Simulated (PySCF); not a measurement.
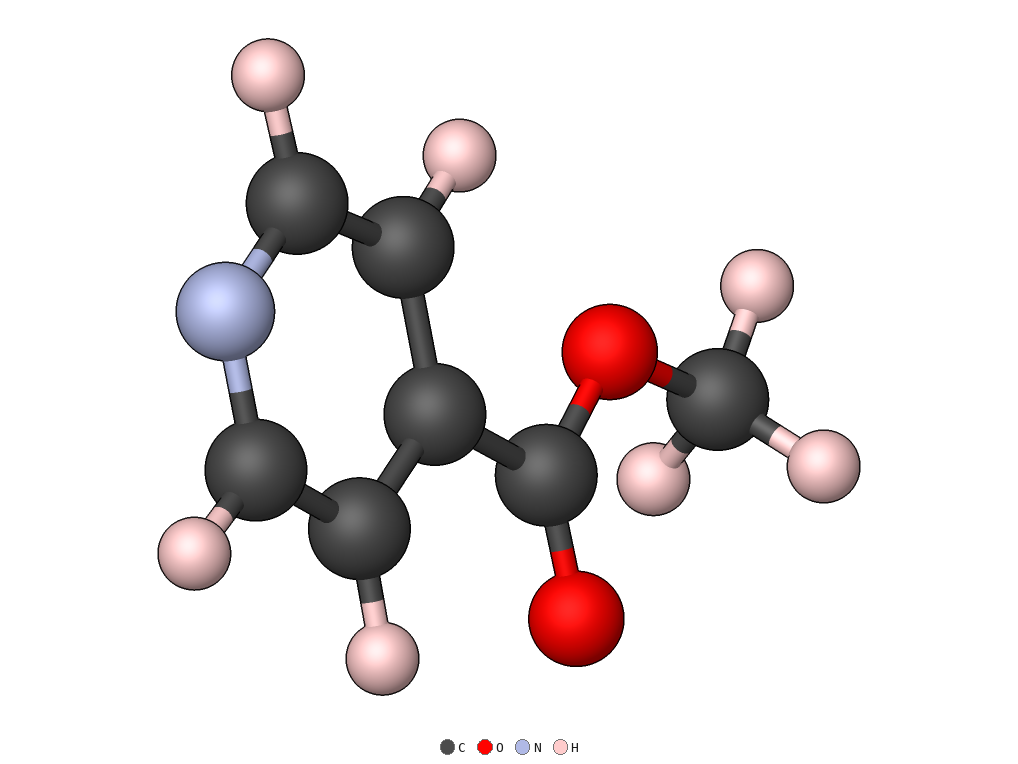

Figure made from data computed with PySCF.

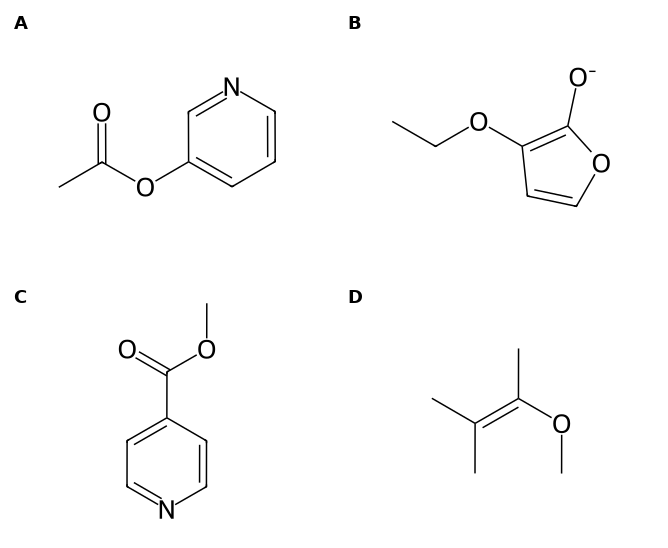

Which structural formula matches the 3D model?

Answer. C, `COC(=O)c1ccncc1`.
